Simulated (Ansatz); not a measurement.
Input

```
crystal:
  lattice:
    - [-1.4851571166, 1.8720763717, 7.0853970221]
    - [1.4851571166, -1.8720763717, 7.0853970221]
    - [1.4851571166, 1.8720763717, -7.0853970221]
  atoms:
    - { symbol: Pt, position: [0.0, 0.0, 0.0] }
    - { symbol: Au, position: [0.6980022794, 0.6980022794, 0.0] }
    - { symbol: Au, position: [0.3019977206, 0.3019977206, 0.0] }
    - { symbol: O, position: [0.5, 0.0, 0.5] }
    - { symbol: O, position: [0.0952875426, 0.5952875426, 0.5] }
    - { symbol: O, position: [0.9047124574, 0.4047124574, 0.5] }
kpoints:
  mp_grid: { grid: [10, 10, 10] }
hamiltonian:
  xc: r2scan
  dispersion: rvv10
scf:
  occupations: { method: fermi_dirac, width: 0.03 }
relax:
  f_tol: 0.01
  cell: {}
  max_steps: 120
output:
  write_density: true
  write_potential: true
  elf: true
  volumetric_format: npy
```

Command:

```sh
ansatz run input.yaml --threads 2 --pin off --max-ram 29491MiB --backend cpu --events-out ev --progress --plain --runs-dir out
```

Below, planes, directions and counts refer to the conventional cell (a = 2.98 Å, b = 3.77 Å, c = 14.03 Å, α = 90.00°, β = 90.00°, γ = 90.00°).

The fields are those of the relaxed geometry.

Space group Immm; a structure from a database of computed crystals, not necessarily the ambient phase; started from the NaPr2Se3-71 prototype, which need not be the ambient phase.

Computed with DFT, r2SCAN+rVV10, plane waves, PAW in Ansatz 0.2.0.

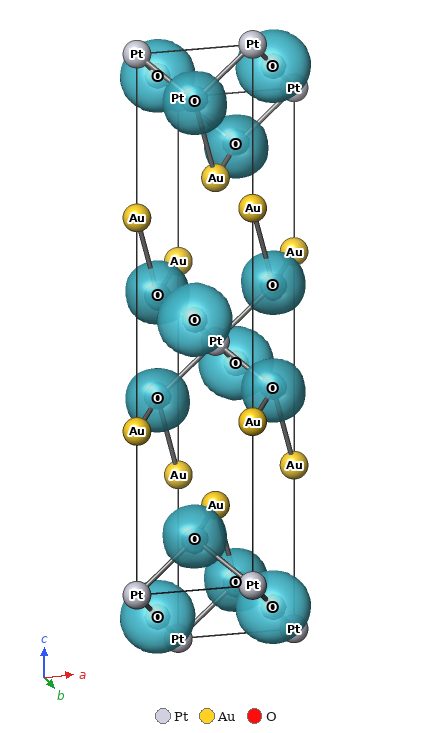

PtAu₂O₃. Isosurface of the electron localisation function at 0.65 (cyan), seen at an oblique angle. Only the valence region is drawn (cores and ρ < 0.01 e/Å³ removed). Sticks mark near contacts.

In a PAW calculation such maps are meaningful between the atoms, not at the nuclei.

Describe the localisation domains.

The ELF exceeds this value in six regions wrapped around O (the valence shell of each), counted in one cell of 12 atoms. Any copies at cell faces, edges or corners count once. Along the contacts the grid gives the following. Pt–O (1.88 Å): the ELF peaks at about 0.75 in the valence shell of O, 0.6 Å from its nucleus, and is about 0.20 at the midpoint. Au–O (2.36 Å): the ELF peaks at about 0.85 in the valence shell of O, 0.6 Å from its nucleus, and drops to about 0.10 between the two atoms.
